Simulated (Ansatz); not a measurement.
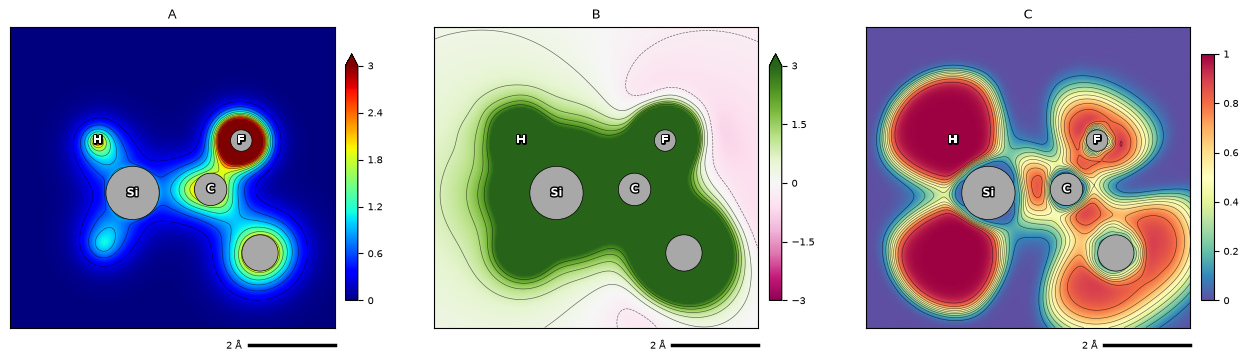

CH₂BrFOSi (SMILES FC1(Br)O[SiH2]1): 3 fields on the plane of atoms C2, Si5 and H6, with unlabelled colour scales. Grey discs cover the atomic cores.

Geometry: PBE0-D4/def2-TZVP.

Method: RKS PBE0-D4/def2-TZVPP in Ansatz 0.2.0.

Which field does each panel show? The fields are: electron density, electron localisation function and electrostatic potential.

Answer. Panel A: electron density. Panel B: electrostatic potential (strongly positive close to the atoms, with negative regions outside electron-rich atoms). Panel C: electron localisation function. From the grid: C–F (1.34 Å): ρ at the midpoint is about 2.3 e/Å³; the ELF peaks at about 0.85 between the atoms: a shared but strongly polarised pair. C–Si (1.82 Å): ρ is about 0.92 e/Å³ halfway; the ELF peaks at about 0.85 between the atoms: a covalent bond.
